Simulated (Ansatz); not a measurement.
# LuBH6 (built on the sites of a database entry of LaAlH6): from the cell to its phonons, part 2 of 2

Wanted: vibrations and spectra of LuBH6 (built on the sites of a database entry of LaAlH6); the cell is already relaxed. After the zone centre comes a 2×2×2 q mesh on a 10×10×10 k mesh.

Ansatz 0.2.0; DFT PBEsol, scalar-relativistic, plane waves, PAW.

So far. Step 2 (Linear response at the zone centre): Before it was imposed, the acoustic sum rule was missed by 1.4e-5 eV/Å². Small misses are needed for a sound result but don't prove that mesh and cutoff are converged. The lowest optical mode is imaginary, 56.3i cm⁻¹, so the energy falls along it.

The structure was built from a prototype and need not be the compound's stable phase.

## Step 3: The dispersion

Stability and thermal properties need the whole zone. Linear response on a 2×2×2 q mesh gives force constants as far as a supercell of that size would.

Contents of input.yaml:

```yaml
crystal:
  lattice:
    - [2.9086897087, 1.6793343249, 1.7438125415]
    - [-2.9086897087, 1.6793343249, 1.7438125415]
    - [0.0, -3.358664034, 1.7438169867]
  atoms:
    - { symbol: Lu, position: [0.5, 0.5, 0.5] }
    - { symbol: B, position: [0.0, 0.0, 0.0] }
    - { symbol: H, position: [0.9288845314, 0.2703625164, 0.2703625164] }
    - { symbol: H, position: [0.2703625164, 0.9288845314, 0.2703625164] }
    - { symbol: H, position: [0.2703625164, 0.2703625164, 0.9288845314] }
    - { symbol: H, position: [0.0711154686, 0.7296374836, 0.7296374836] }
    - { symbol: H, position: [0.7296374836, 0.0711154686, 0.7296374836] }
    - { symbol: H, position: [0.7296374836, 0.7296374836, 0.0711154686] }
kpoints:
  mp_grid: { grid: [10, 10, 10] }
hamiltonian:
  xc: pbesol
scf:
  occupations: { method: methfessel_paxton, width: 0.15 }
output:
  eigenvalues: true
phonons:
  method: dfpt
  qmesh: [2, 2, 2]
  temperatures: { t_max: 1000, t_step: 50 }
  qpath:
    path:
      - [[0.0, 0.0, 0.0], [0.5, 0.0, 0.0], [0.5, -0.5, 0.5], [0.34637803, -0.65362197, 0.34637803]]
      - [[0.34637803, 0.34637803, 0.34637803], [0.0, 0.0, 0.0], [0.5, -0.5, 0.0]]
    npoints: 10
```

The run is started by

```console
$ ansatz run input.yaml --threads 8 --pin off --max-ram 14336MiB --backend cpu --events-out ev --progress --plain --runs-dir out
```

Numbers of over 12 decimals in the logs are rounded to 6 here.

Log:

```text
Warning: phonons: the dynamical matrix that this run interpolates holds no multipole term above the dipole-dipole one, and a site of this crystal is no centre of inversion, so its interpolated transverse optical and acoustic branches and sound speeds can stay off near Gamma, and the density of states and the thermodynamics with them. What a run solves at a wave vector of phonons.qpoints, Gamma apart, where the deck admits one, is free of this, and under fd what a larger phonons.supercell samples
[...]
Crystal: 8 atoms, lattice volume = 51.108 Å³
Basis set: ecut = 420 eV, 983 PW (Γ), exchange–correlation on 54×54×54 points (8 copies of the dense FFT grid, shifted against one another)
Bands: 25, of which v1, the nominal top of the filled ones, is band 17 counted from 1 (16 counted from 0)
Symmetry: 12 space group operations
k-points: 116 of 1000
[...]
SCF iter   1: F=—  HF=-14858.753332 eV  |F-HF|=—  |Δ(HF+E_count)|=         —  Δρ=6.83e-3  dr2=3.33e-2  ethr=1.77e-3  ⟨swp⟩=5.7  Hψ=15598  notcnv=0  defer=1
[...]
SCF iter   9: F=-14858.742776 eV  HF=-14858.742776 eV  |F-HF|=0.00e0  |Δ(HF+E_count)|=  5.46e-11  S|Δr|=    0.00e0  Δρ=4.30e-8  dr2=3.20e-13  ethr=1.00e-12  ⟨swp⟩=14.0  Hψ=21501  notcnv=0
SCF 1 converged in 9 iterations: F = -14858.742776 eV  dr2 = 3.20e-13
[...]
iter 1 solved again at ethr=3.24e-8 eV; its pass at ethr=3.10e-3 eV (dr2=1.10e-5 eV) is discarded
SCF iter   1: F=—  HF=-14858.742776 eV  |F-HF|=—  |Δ(HF+E_count)|=         —  Δρ=7.21e-7  dr2=1.29e-10  ethr=3.24e-8  ⟨swp⟩=5.0  Hψ=26967  notcnv=0
eigensolver tolerance schedule: the retry pair's looser diagonalisation over-reported the residual by 85085.01 of it (diagonalisation noise at 7.95 of the residual, at the tolerance the schedule requests for it); recorded, not acted on — ethr = c·dr2/N_el stays at c = 1.0e-1
[...]
SCF iter   2: F=—  HF=-14858.742776 eV  |F-HF|=—  |Δ(HF+E_count)|=   3.34e-9  S|Δr|=    0.00e0  Δρ=3.80e-7  dr2=3.85e-11  ethr=1.00e-12  ⟨swp⟩=4.7  Hψ=9374  notcnv=0
[...]
SCF iter   4: F=-14858.742776 eV  HF=-14858.742776 eV  |F-HF|=5.46e-12  |Δ(HF+E_count)|=  1.82e-12  S|Δr|=    0.00e0  Δρ=1.66e-7  dr2=5.82e-12  ethr=1.00e-12  ⟨swp⟩=5.9  Hψ=11677  notcnv=0
SCF 2 converged in 4 iterations: F = -14858.742776 eV  dr2 = 5.82e-12
phonons: the bands overlap, so this run is a metal and interpolates without the dipole-dipole term. If the crystal is really an insulator or semiconductor, its LO-TO splitting is missing
NSCF: frozen V_eff on 116 k-points
WARN: eigensolver did not converge in 29 slots of this pass, the one above among them; of largest residual over every band (k=111): 1 band(s) unlocked (lowest unlocked band 24, counted from 0; max residual 1.10e-1 eV among the unlocked bands, 1.10e-1 eV over every band); of lowest unlocked band (k=1): band 24
[...]
DFPT response loops at q = (0, 0, 0) (fractional): preconditioner auto → Kerker (q_TF=auto, 2.549 Å⁻¹) (partly filled bands, converged f_vac=0.000); β = 1.00, the filter's whole step (`scf.mixing.beta` (0.50) is not read by the response loops under this deck's `scf.mixing.preconditioner`; to damp them name `kerker` or `kerker_dos`, under which they read `scf.mixing.beta`, and type it under 1.00, their step now; both keys bind the ground state too); Broyden in place of MSR1
[...]
SCF converged after 9 iterations
[...]
Free energy (F): -14858.742776 eV
[...]
Internal energy: -14858.742798 eV  (E = F + TS)
E sigma→0 (E₀):  -14858.742782 eV
Entropy (-TS):   0.000022 eV (0.003 meV/atom)
Fermi energy:    9.971526 eV
[...]
--- Band table (eV; the first three rows and the last of 116) ---
  k-point 0: bands = [... 13 lower, 5.9283, 5.9283, 6.6804, 6.6804, 9.4880, 13.0288, 13.0288, 15.3088, ... 4 higher]
  k-point 1: bands = [... 13 lower, 5.7086, 5.7500, 7.0576, 7.1686, 9.7689, 12.9698, 13.1970, 15.5215, ... 4 higher]
  k-point 2: bands = [... 13 lower, 5.4380, 5.5573, 7.7947, 7.8776, 10.4264, 12.8520, 13.6612, 15.4406, ... 4 higher]
  k-point 115: bands = [... 13 lower, 5.2750, 5.3255, 6.6535, 6.6535, 13.7723, 14.2020, 14.2020, 15.0963, ... 4 higher]
--- Phonons (Γ-DFPT): 6 representative perturbations + reference (Σ response iterations 21) ---
  ASR residual: 1.490e-5 → 0.000e0 eV/Å²; symmetrization residual: 1.480e-6 eV/Å²
[...]
--- Phonons (arbitrary-q DFPT): 4 irreducible q on the 2×2×2 mesh ---
  q = [0.0000, 0.0000, 0.0000] (star 1, of the zone-centre solve; hermiticity 1.22e-7, symmetrization 6.11e-8): -56.33 -0.00 0.00 0.00 219.25 219.25 440.55 607.57 617.82 617.82 837.70 872.75 872.75 1178.23 1178.23 1193.16 1193.16 1209.59 1209.59 1348.04 1348.04 1381.37 1456.60 1827.43
  q = [0.0000, 0.0000, -0.5000] (star 3, 12 solved perturbations in 4050 linear systems a pass and spin channel, the states on 504 of 1000 k-point pairs; hermiticity 3.74e-8, symmetrization 3.99e-13): 59.81 83.37 146.53 299.68 300.77 367.96 496.35 694.51 702.26 757.15 823.07 850.42 976.94 1080.68 1108.80 1163.19 1194.53 1260.90 1277.88 1299.37 1364.99 1431.21 1557.41 1776.81
  q = [0.0000, -0.5000, -0.5000] (star 3, 9 solved perturbations on 504 of 1000 k-point pairs; hermiticity 8.42e-8, symmetrization 3.34e-8): 15.15 80.78 85.54 292.59 399.15 464.82 503.57 676.13 723.20 790.23 849.89 870.82 929.92 1093.52 1174.40 1200.30 1214.39 1233.11 1258.66 1351.21 1365.40 1434.99 1503.23 1786.72
[...]
sum rule: each row above includes the acoustic sum rule's correction from the zone centre's row sums; it moved no ω² by more than (1.62 cm⁻¹)²
  mesh force constants: q→R imaginary residual 3.90e-17; ASR residual 1.490e-5 → 0.000e0 eV/Å²; symmetrization residual 7.994e-15 eV/Å²
  interpolated dispersion: 52 rows × 24 modes
  density of states and harmonic sums: on the 18×18×18 q-mesh, interpolated from the force constants of a 2×2×2 supercell (no non-analytic term)
  largest difference from the sums on the solved wave vectors: F 4.76e-2 eV, S 8.95e-5 and C_V 4.18e-5 eV/K
  zero-point energy: 1.309858 eV/cell   skipped modes (ω ≤ 0): 14, of them read as no rigid motion or as one in doubt: 11 (1.355e-2 modes/cell left out, lowest -56.33 cm⁻¹)   left out of the sums: 5.86e-4 of the cell's modes: C_V's classical limit lies that fraction below 3 k_B per atom; for a crystal, a wire or a layer, F and S can be off by more, and a phonons.interpolated_qmesh denser along its periods is the remedy for the sampling
```

It took 4.5 min on 8 threads of Arm Neoverse V1, shared host; peak memory 1.8 GiB; 34 min of CPU time.

Numbers from this step:

```yaml
sum_rule_residual_before_enforcement: 1.49e-5 eV/Å²
lowest_frequency_on_the_path: -56.33 cm⁻¹
highest_frequency_on_the_path_or_at_a_solved_wavevector: 1840 cm⁻¹
lowest_optical_zone_centre_mode: -56.33 cm⁻¹
lowest_mode_on_the_q_mesh_acoustic_modes_at_gamma_apart: -56.33 cm⁻¹
```

Frequencies (cm⁻¹) solved at each irreducible wavevector; negative means imaginary. Frequencies by wavevector, by row:

| q in reciprocal lattice units | star | mode 1 | mode 2 | mode 3 | mode 4 | mode 22 | mode 23 | mode 24 |
| --- | --- | --- | --- | --- | --- | --- | --- | --- |
| 0 0 0 | 1 | -56.3 | 0 | 0 | 0 | 1381 | 1457 | 1827 |
| 0 0 -0.5 | 3 | 59.8 | 83.4 | 146.5 | 299.7 | 1431 | 1557 | 1777 |
| 0 -0.5 -0.5 | 3 | 15.2 | 80.8 | 85.5 | 292.6 | 1435 | 1503 | 1787 |
| -0.5 -0.5 -0.5 | 1 | 93.8 | 93.8 | 145.7 | 387.4 | 1363 | 1553 | 1791 |

Interpolated from a 2×2×2 q mesh, rough between the solved points. The phonon branches at the labelled points (cm⁻¹):

| point | branch 1 | branch 2 | branch 3 | branch 4 | branch 21 | branch 22 | branch 23 | branch 24 |
| --- | --- | --- | --- | --- | --- | --- | --- | --- |
| Γ | -56 | 0 | 0 | 0 | 1348 | 1381 | 1457 | 1827 |
| L | 60 | 83 | 146 | 300 | 1365 | 1431 | 1557 | 1777 |
| T | 94 | 94 | 146 | 387 | 1363 | 1363 | 1553 | 1791 |
| P0 | 73 | 88 | 88 | 339 | 1388 | 1388 | 1532 | 1839 |
| jump to P2 | 73 | 88 | 88 | 339 | 1388 | 1388 | 1532 | 1839 |
| Γ | -56 | 0 | 0 | 0 | 1348 | 1381 | 1457 | 1827 |
| F | 15 | 81 | 86 | 293 | 1365 | 1435 | 1503 | 1787 |

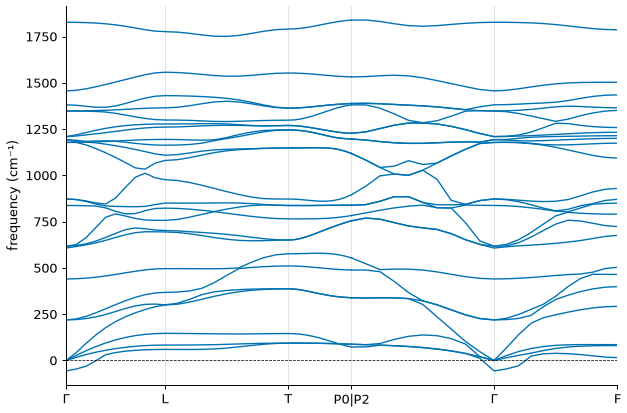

Phonon branches along the path.

The phonon density of states has structure finer than the step of the table below, so its rows give means over 100 cm⁻¹, whole bins alone (the curve runs from -50 to 1850 cm⁻¹). Peaks (cm⁻¹: height): 90.0: 0.0501, 370.0: 0.0232, 490.0: 0.0316, 830.0: 0.0404, 1190.0: 0.0542, 1270.0: 0.0452, 1370.0: 0.0358.

Tetrahedra on a 18×18×18 mesh, mean over bins of 20 cm-1. Interpolated from a 2×2×2 q mesh, rough between the solved points. The phonon density of states by wavenumber; means over each step:

| wavenumber (cm⁻¹) | phonon density of states (1/cm⁻¹/cell) |
| --- | --- |
| 0 | 0.00345 |
| 100 | 0.0261 |
| 200 | 0.00223 |
| 300 | 0.0133 |
| 400 | 0.0116 |
| 500 | 0.0129 |
| 600 | 0.00233 |
| 700 | 0.0173 |
| 800 | 0.0268 |
| 900 | 0.0113 |
| 1000 | 0.00357 |
| 1100 | 0.0132 |
| 1200 | 0.0327 |
| 1300 | 0.0227 |
| 1400 | 0.0205 |
| 1500 | 0.00929 |
| 1600 | 7.1e-4 |
| 1700 | 3.1e-4 |
| 1800 | 0.00969 |

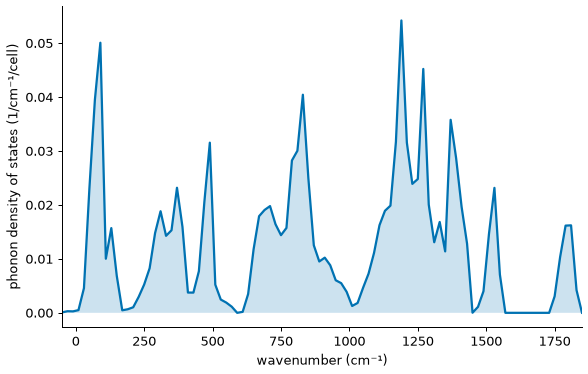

Phonon density of states against wavenumber.

The partial phonon density of states has structure finer than the step of the table below, so its rows give means over 100 cm⁻¹, whole bins alone (the curve runs from -66.3 to 1906 cm⁻¹). Peaks (cm⁻¹: height): B 367.8: 0.0144, 479.4: 0.0162, 665.5: 0.00225; H 479.4: 0.00704, 826.7: 0.0336, 1186.4: 0.0448, 1273.2: 0.0347, 1372.4: 0.0297, 1521.3: 0.0174, 1794.1: 0.0152; Lu 82.5: 0.0426.

Phonopy on the run's constants, 15x15x15 mesh, Gaussian sigma 14.1 cm-1. Interpolated from a 2×2×2 q mesh, rough between the solved points. The partial phonon density of states by wavenumber; means over each step; values in 1/cm⁻¹/cell:

| wavenumber (cm⁻¹) | B | H | Lu |
| --- | --- | --- | --- |
| 0 | 1.3e-4 | 8.3e-5 | 0.00401 |
| 100 | 3.6e-4 | 2.9e-4 | 0.0244 |
| 200 | 6.8e-4 | 9.8e-4 | 9.6e-4 |
| 300 | 0.00865 | 0.00457 | 1.1e-4 |
| 400 | 0.00717 | 0.00448 | 1.1e-4 |
| 500 | 0.00751 | 0.00471 | 3.3e-4 |
| 600 | 4.4e-4 | 0.00225 | 3.3e-6 |
| 700 | 0.00160 | 0.0153 | 2.2e-5 |
| 800 | 0.00128 | 0.0251 | 1.4e-5 |
| 900 | 0.00125 | 0.0105 | 1.2e-5 |
| 1000 | 2.6e-4 | 0.00352 | 3.2e-6 |
| 1100 | 1.8e-4 | 0.0130 | 4.4e-6 |
| 1200 | 1.5e-4 | 0.0327 | 1.3e-5 |
| 1300 | 8.1e-5 | 0.0226 | 6.2e-6 |
| 1400 | 1.9e-4 | 0.0198 | 0 |
| 1500 | 5.0e-5 | 0.00895 | 0 |
| 1600 | 2.7e-6 | 0.00118 | 0 |
| 1700 | 0 | 5.0e-4 | 0 |
| 1800 | 1.2e-5 | 0.00939 | 0 |

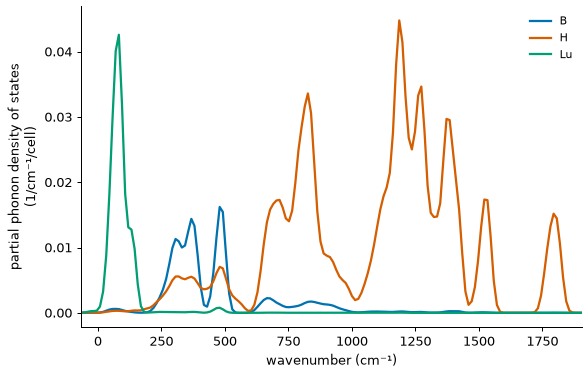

Partial phonon density of states against wavenumber.

Symmetry leaves 4 wavevectors to solve. The lowest mode among them, the acoustic zeros apart, lies at Γ and is imaginary, 56.3i cm⁻¹, so the energy falls along it.

## Step 4: Isotope substitution, element B, natural mass 10.81 amu

An isotope changes the mass and not the force constants, so no new electronic calculation is needed; the shifts show which modes move this element.

The same force constants with the mass of B changed from 10.810 to 10.013 u (phonopy, no LO-TO term). Both lists are sorted by frequency; levels can cross, so a row need not hold one and the same mode. Modes under 3 cm⁻¹ are left out. Isotope shifts, by row, the first 40 of 60 rows:

| q | rank | natural mass (cm⁻¹) | changed mass (cm⁻¹) |
| --- | --- | --- | --- |
| 0 0 0 | 1 | -56.33 | -56.33 |
| 0 0 0 | 5 | 219.2 | 224.1 |
| 0 0 0 | 6 | 219.2 | 224.1 |
| 0 0 0 | 7 | 440.6 | 454.8 |
| 0 0 0 | 8 | 607.6 | 609.8 |
| 0 0 0 | 9 | 617.8 | 626.3 |
| 0 0 0 | 10 | 617.8 | 626.3 |
| 0 0 0 | 11 | 837.7 | 837.7 |
| 0 0 0 | 12 | 872.8 | 872.8 |
| 0 0 0 | 13 | 872.8 | 872.8 |
| 0 0 0 | 14 | 1178 | 1179 |
| 0 0 0 | 15 | 1178 | 1179 |
| 0 0 0 | 16 | 1193 | 1193 |
| 0 0 0 | 17 | 1193 | 1193 |
| 0 0 0 | 18 | 1210 | 1210 |
| 0 0 0 | 19 | 1210 | 1210 |
| 0 0 0 | 20 | 1348 | 1348 |
| 0 0 0 | 21 | 1348 | 1348 |
| 0 0 0 | 22 | 1381 | 1381 |
| 0 0 0 | 23 | 1457 | 1458 |
| 0 0 0 | 24 | 1827 | 1827 |
| 0 0 -0.5 | 1 | 59.81 | 59.81 |
| 0 0 -0.5 | 2 | 83.37 | 83.37 |
| 0 0 -0.5 | 3 | 146.5 | 146.5 |
| 0 0 -0.5 | 4 | 299.7 | 300.8 |
| 0 0 -0.5 | 5 | 300.8 | 308.7 |
| 0 0 -0.5 | 6 | 368 | 379.8 |
| 0 0 -0.5 | 7 | 496.4 | 513.7 |
| 0 0 -0.5 | 8 | 694.5 | 694.5 |
| 0 0 -0.5 | 9 | 702.3 | 702.3 |
| 0 0 -0.5 | 10 | 757.1 | 760.7 |
| 0 0 -0.5 | 11 | 823.1 | 823.6 |
| 0 0 -0.5 | 12 | 850.4 | 856.8 |
| 0 0 -0.5 | 13 | 976.9 | 976.9 |
| 0 0 -0.5 | 14 | 1081 | 1085 |
| 0 0 -0.5 | 15 | 1109 | 1109 |
| 0 0 -0.5 | 16 | 1163 | 1163 |
| 0 0 -0.5 | 17 | 1195 | 1195 |
| 0 0 -0.5 | 18 | 1261 | 1261 |
| 0 0 -0.5 | 19 | 1278 | 1278 |

A mode of this element alone would shift by +3.90 %. The highest zone-centre frequency without the field goes from 1827.4 to 1827.4 cm⁻¹ (+0.0 %).

## Step 5: Another isotope, element H, natural mass 1.008 amu

The same for H, from 1.01 to 2.01 u.

A mode of this element alone would shift by -29.26 %. The highest zone-centre frequency without the field goes from 1827.4 to 1292.8 cm⁻¹ (-29.3 %).

## Step 6: Summary of results

- space group (within 0.01 Å): R-3m
- volume per atom: 6.39 Å³
- electronic character: no gap on this mesh
- highest optical mode at the zone centre (no LO-TO term): 1827 cm⁻¹
- lowest optical zone-centre mode: -56.3 cm⁻¹
- lowest mode on the q mesh (acoustic modes at Γ apart): -56.3 cm⁻¹
- highest frequency on the path or at a solved wavevector: 1840 cm⁻¹
- imaginary modes on the 2×2×2 q mesh: yes

**Reading.** Modes are clearly imaginary (beyond 10i cm⁻¹) at 1 of the 4 irreducible wavevectors, most at Γ (56.3i cm⁻¹), so this structure is not a minimum of the energy. The optical modes at Γ span -56 to 1827 cm⁻¹ (negative means imaginary). The highest mode in this list at Γ, 1827.4 cm⁻¹, is mostly motion of H (100 % of the kinetic energy). The q mesh stands for a supercell only 7.6 Å across, so branches between the solved wavevectors are rough. With no gap, or one that is small against the smearing, the frequencies hang on the k mesh and the smearing, most of all near Kohn anomalies. Spin-orbit coupling is left out, which can matter for the heavy elements here. A phonon run warned that its eigensolver left some bands unconverged in a pass. The starting cell was built on a prototype and not taken from a measurement, so the phase need not exist. These are harmonic frequencies at zero temperature: anharmonic shifts, linewidths and thermal expansion are left out.

[Logs are printed without paths, hosts, clocks, repeated set-up lines and the standing remarks that a program may print on its own settings, such as how far it seeks lower states.]

[Hosts, paths, dates, database ids (printed as entryN), source tags and the programs' standing remarks are cut or masked in the printed files.]
